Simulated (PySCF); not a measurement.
# H4Si, SMILES `[SiH4]`: electronic structure

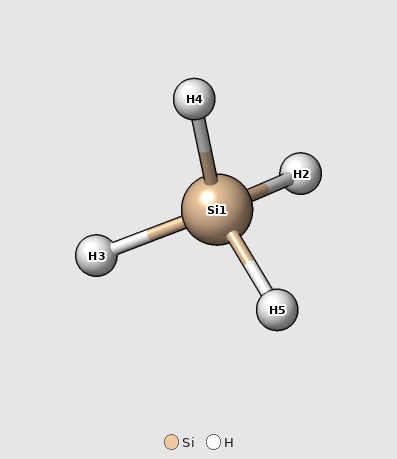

The molecule, with its atoms numbered as below. No frequency check shows the geometry to be a minimum.

Geometry (Å), atoms numbered from 1:

```
Si1      0.0000    0.0000    0.0001
H2      -1.1052    0.4491    0.8429
H3       1.1052   -0.4491    0.8429
H4       0.4492    1.1048   -0.8433
H5      -0.4492   -1.1048   -0.8433
```

## 1. Bonding charge

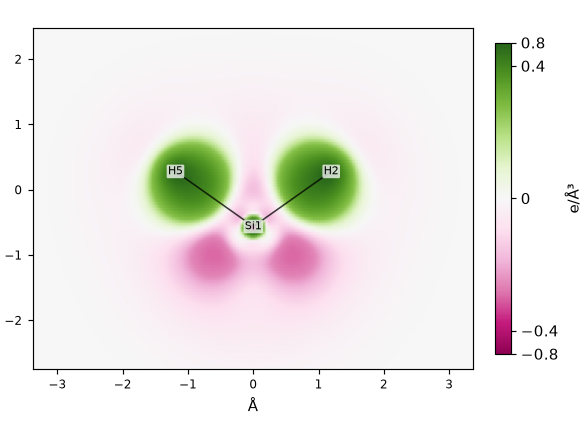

Deformation density (molecule less spherical, spin-averaged free atoms) in the plane of Si1, H2 and H5; colour scale in e/Å³, logarithmic beyond ±0.1; green: gain, pink: loss.

Method: BP86/6-311+G**; geometry: GFN2-xTB; program: PySCF.

**How much density has each bond in this plane gained at its critical point, relative to the free atoms?**

Si1–H2 and Si1–H5: +0.19 e/Å³ at the bond critical point (bond length 1.46 Å). In all, 1.1 electrons gather in the regions of gain relative to the promolecule.

## 2. Bond critical points

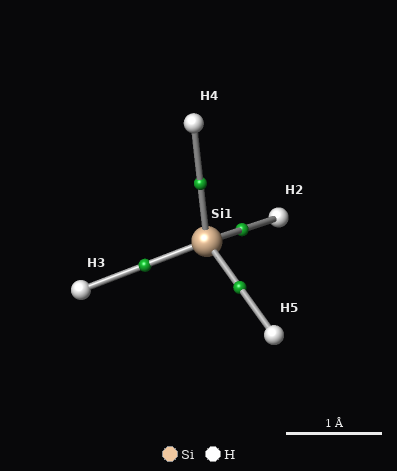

Molecular graph of the electron density (QTAIM): bond paths, bond critical points (green), ring points (magenta, if any); weak paths are dashed.

**How many critical points of each kind are there, and does the count close?**

5 nuclei, 4 bond, 0 ring and 0 cage critical points: 5 − 4 + 0 − 0 = 1, as the Poincaré–Hopf relation requires.

**What does the calculation give at each kind of bond critical point?**

```tsv
bond	length (Å)	ρ (a.u.)	∇²ρ (a.u.)	ε	H (a.u.)
Si1–H2 (4 alike)	1.461	0.122	+0.25	0.00	−0.074
```

**What kind of interaction is Si1–H2?**

Polar or intermediate (positive Laplacian, negative energy density H): ρ = 0.122, ∇²ρ = +0.25, H = −0.074 a.u.

## 3. Electrostatic potential

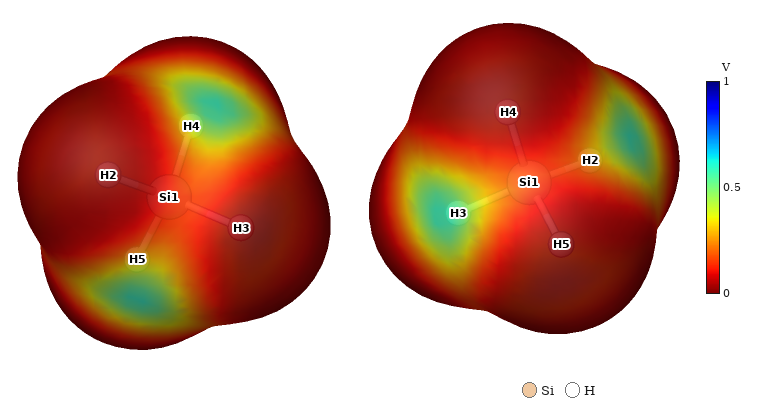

Electrostatic potential on the surface of electron density 0.001 a.u. (back view left, front view right).

**Where are the extremes of the potential on the surface?**

Highest: 0.61 V, near H5 (2.08 Å), Si1 (2.10 Å), H3 (2.14 Å) and H4 (2.15 Å), and at like points elsewhere. Further maxima include 0.03 V, 1.5 Å from H4. Lowest: 0.01 V, 1.5 Å from H4, and at like points elsewhere. The surface is sampled at points, so like sites can differ by a few per cent and only the strongest of them is named.

## 4. Localised orbitals

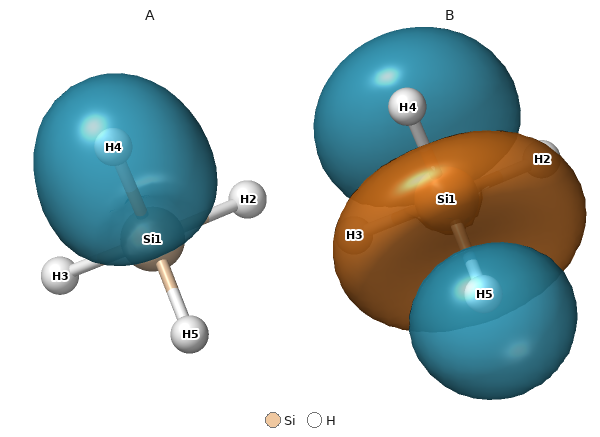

Intrinsic bond orbitals (IBO), occupied and valence-virtual; each surface holds about 80 % of the orbital's density. Energies are diagonal elements of the Fock matrix.

Level of theory: PBE/def2-SVP (PySCF), at a geometry from GFN2-xTB.

**What does each orbital represent in a Lewis picture?**

By panel:
- A: σ bond H4–Si1 (H4 54 %, Si1 46 %; −9.8 eV)
- B: σ* orbital Si1–H5 (Si1 55 %, H5 45 %; 4.0 eV)

**How do all the valence pairs divide up?**

4 pairs: 4 σ bonds.

## 5. Stretching a bond

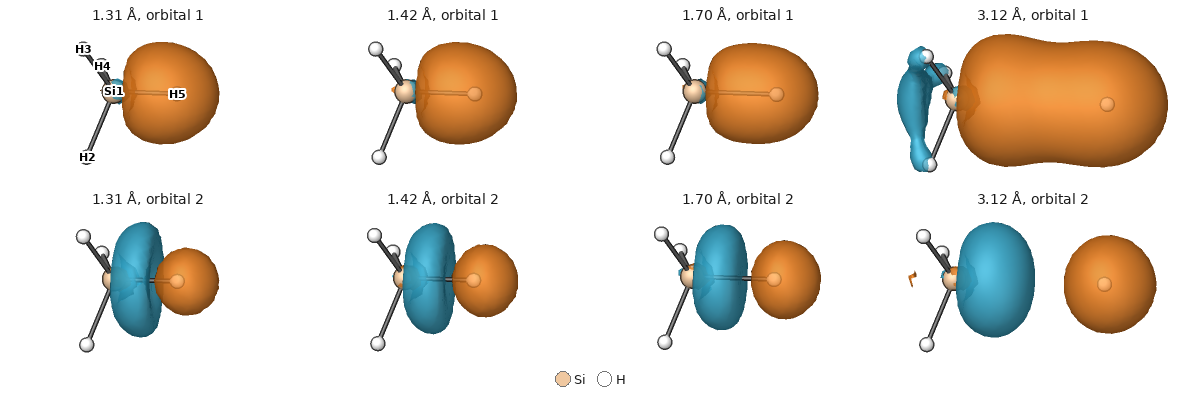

Rigid stretch of the Si1–H5 bond. The two CASSCF(2,2) natural orbitals nearest half filling (orbital 1 the more occupied).

PySCF calculation, def2-SVPD basis, gas phase; geometry: GFN2-xTB.

**How do the occupations change along the stretch?**

1.31 Å: 1.99 and 0.01; 1.42 Å: 1.98 and 0.02; 1.70 Å: 1.97 and 0.03; 3.12 Å: 1.54 and 0.46. At the longest distance computed (3.98 Å) they are 1.20 and 0.80, and the effective number of unpaired electrons is 1.8.

**Where does the UHF solution part from RHF?**

Between 1.92 Å (⟨S²⟩ = 0, the two coincide) and 2.20 Å (⟨S²⟩ = 0.10); at 3.98 Å ⟨S²⟩ is 0.99 and UHF lies 3.4 eV below RHF.

**How much energy does the stretch cost?**

By CASSCF, 3.6 eV from the lowest point of the scan (1.56 Å) to 3.98 Å; RHF gives 6.6 eV from its own lowest point. The fragments aren't relaxed and dynamic correlation is missing, so this isn't a bond dissociation energy.
